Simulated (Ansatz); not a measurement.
A series of calculations on C₃H₉AlSi

### Relaxation

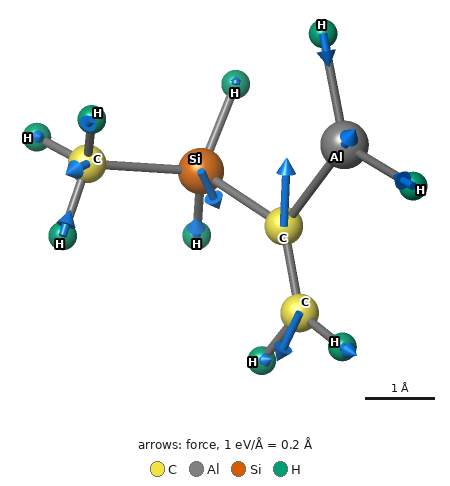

Starting geometry of C3H9AlSi with the computed forces as blue arrows. Style: ball-and-stick. Shown at a tilt.

The run prepares an end point of a later path (torsion) calculation, from a guessed geometry.

The calculation used RKS r2SCAN-D4/STO-3G (Ansatz). Settings: no spin polarisation; force threshold 0.015 eV/Å; at most 40 steps.

What follows when this structure is relaxed?

It isn't relaxed: the largest force vector, on a C atom, is 5.18 eV/Å. The final displacements have little in common with the starting forces (cosine between the two patterns 0.13). The largest move after the best rigid fit is that of an H atom, 0.58 Å. By element the largest moves are H 0.58 Å, Al 0.30 Å, C 0.27 Å, Si 0.23 Å. Some distances before and after: Al–H 1.650 → 1.502 Å, H–Si 1.536 → 1.449 Å, C–Si 1.819 → 1.878 Å, C–H 1.155 → 1.095 Å. Bond angles that change, for instance: Al–C–Si 116.3° → 122.9°, C–C–Si 124.9° → 118.6°, C–Si–H 105.2° → 111.0°. Groups turn about C–Si by about 25°. Over 12 accepted moves (13 points after the start) the energy falls by 22.5 kcal/mol. Largest force component: 4.8 eV/Å at the start, 0.015 eV/Å at the end. The line search rejected the trial step at point 2 of the run. The run took 46 s on 1 thread of AMD EPYC 7R13 Processor (Zen 3), on a shared host, peak memory 0.17 GiB.

Limits of the set-up: STO-3G is a minimal basis, so the numbers are rough.

### Relaxation

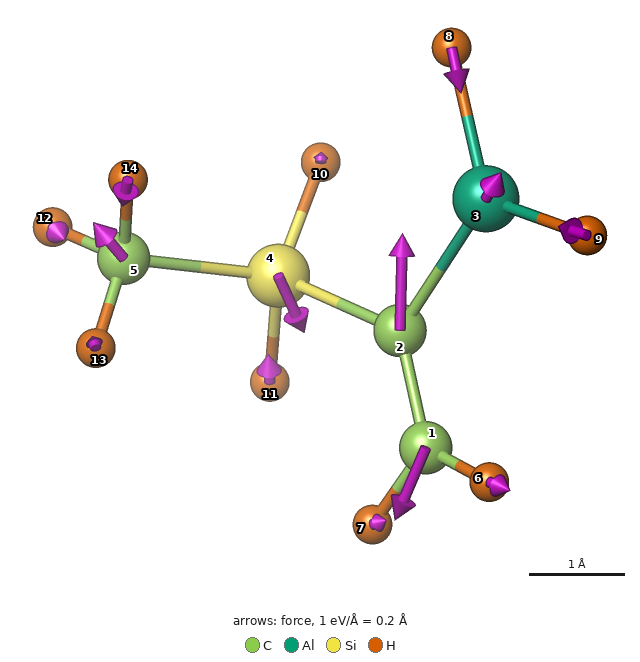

Starting geometry of C3H9AlSi with the computed forces as purple arrows. A ball-and-stick model, seen at a tilt.

The run prepares an end point of a later path (torsion) calculation, from a guessed geometry.

Theory: Ansatz, RKS r2SCAN-D4/STO-3G.

Input
```yaml
crystal:
  periodic: [false, false, false]
  atoms:
    - { symbol: C, position_ang: [-1.5082, -0.3047, 1.2786] }
    - { symbol: C, position_ang: [-0.456, -0.5715, 0.5819] }
    - { symbol: Al, position_ang: [1.0326, -1.4725, 1.4486] }
    - { symbol: Si, position_ang: [-0.1961, -0.0676, -1.1924] }
    - { symbol: C, position_ang: [0.5866, 1.5706, -1.3017] }
    - { symbol: H, position_ang: [-1.6541, -0.5091, 2.3137] }
    - { symbol: H, position_ang: [-2.3533, 0.2646, 0.793] }
    - { symbol: H, position_ang: [2.4291, -1.7741, 0.6235] }
    - { symbol: H, position_ang: [0.9709, -1.863, 3.0457] }
    - { symbol: H, position_ang: [0.5357, -1.0824, -1.8763] }
    - { symbol: H, position_ang: [-1.6059, 0.0183, -1.7967] }
    - { symbol: H, position_ang: [0.69726, 1.83817, -2.40327] }
    - { symbol: H, position_ang: [-0.00311, 2.32159, -0.72979] }
    - { symbol: H, position_ang: [1.64374, 1.53368, -0.83904] }
basis:
  gaussian: { orbitals: STO-3G }
hamiltonian:
  xc: r2scan
  dispersion: d4
relax:
  f_tol: 0.015
  max_steps: 40
```

Run as
```bash
ansatz run input.yaml --threads 1 --pin off --max-ram 2048MiB --backend cpu --events-out ev --progress --plain --runs-dir out
```

### What follows when this structure is relaxed?

It isn't relaxed: the largest force vector, on C2, is 5.16 eV/Å. The final displacements have little in common with the starting forces (cosine between the two patterns 0.13). The energy falls by 22.4 kcal/mol in 13 accepted moves (14 points after the start). Largest force component: 4.7 eV/Å at the start, 0.011 eV/Å at the end. The line search rejected the trial step at point 2 of the run. The largest move after the best rigid fit is that of H8, 0.56 Å. By element the largest moves are H 0.56 Å, Al 0.30 Å, C 0.27 Å, Si 0.22 Å. Among the contacts that change: Al3–H8 1.650 → 1.502 Å, Si4–H11 1.536 → 1.449 Å, Si4–C5 1.819 → 1.878 Å, C5–H14 1.155 → 1.096 Å. Bond angles that change, for instance: Al3–C2–Si4 116.3° → 123.0°, C1–C2–Si4 124.9° → 118.7°, C2–Si4–H11 105.2° → 111.0°. Groups turn about C2–Si4 by about 25°. The run took 48 s on 1 thread of AMD EPYC 7R13 Processor (Zen 3), on a shared host, peak memory 0.17 GiB.

Limits of the set-up: STO-3G is a minimal basis, so the numbers are rough.

### Path

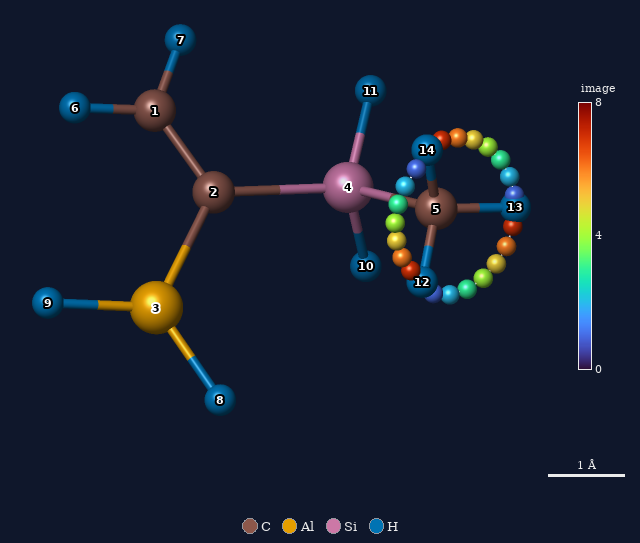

A search for the minimum-energy path of C$_{3}$H$_{9}$AlSi by the nudged elastic band. Images are numbered from 0 (start) to 8 (end). The start is drawn whole; smaller spheres mark the moving atoms (H) in the later images, joined by lines and coloured by the number of the image. The picture is a ball-and-stick view, seen at a tilt.

These are results of RKS r2SCAN-D4/STO-3G (Ansatz), not measurements. Settings: 7 movable images; climbing image; force threshold 0.05 eV/Å; iteration limit 53; starting path through a guess of the saddle point.

What moves, how far, and at what cost in energy?

Answer. The motion is a rotation about the Si4–C5 bond by about 120°. No bond forms or breaks between the ends. The two ends have the same energy, and the highest point, image 4, lies 0.056 eV above the start. The band converged in 26 iterations. The largest component of the band force went from 8.1 to 0.03 eV/Å. The climbing image converged on the top of the path. Its vibrational analysis gives one imaginary mode (151i cm⁻¹), as a transition state must have.

Limits of the set-up: STO-3G is a minimal basis, so the numbers are rough.

Cost: 7.8 min on 1 thread of AMD EPYC 7R13 Processor (Zen 3), on a shared host, peak memory 0.15 GiB.
